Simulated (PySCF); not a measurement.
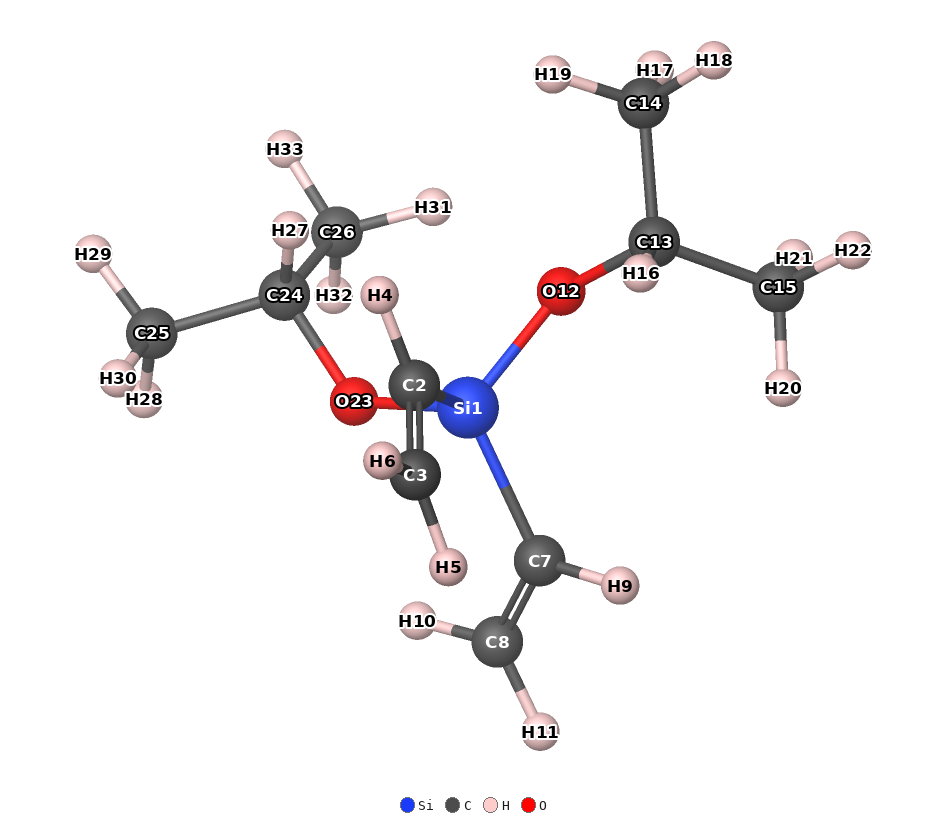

The computed structure is the end point of a PBE0-D3(BJ)/def2-SVP optimisation. No frequency run is at hand to confirm it as a minimum. Electric field gradients from the ground-state density, PBE0/pcSseg-1 (PySCF 2.14.0), non-relativistic apart from any core potentials.

Give the largest field-gradient component, the quadrupole coupling constant and the asymmetry for 17O at O12 (Q = −25.6 mb), 17O at O23 (Q = −25.6 mb), 2H at H4 (Q = 2.86 mb), 2H at H5 (Q = 2.86 mb), 2H at H6 (Q = 2.86 mb), 2H at H9 (Q = 2.86 mb).

```
atom  V_zz (a.u.)  e²qQ/h (MHz)     η
 O12        1.663        −10.00  0.43
 O23        1.660         −9.99  0.43
  H4        0.300         0.201  0.03
  H5        0.297         0.199  0.04
  H6        0.301         0.202  0.03
  H9        0.301         0.202  0.04
```
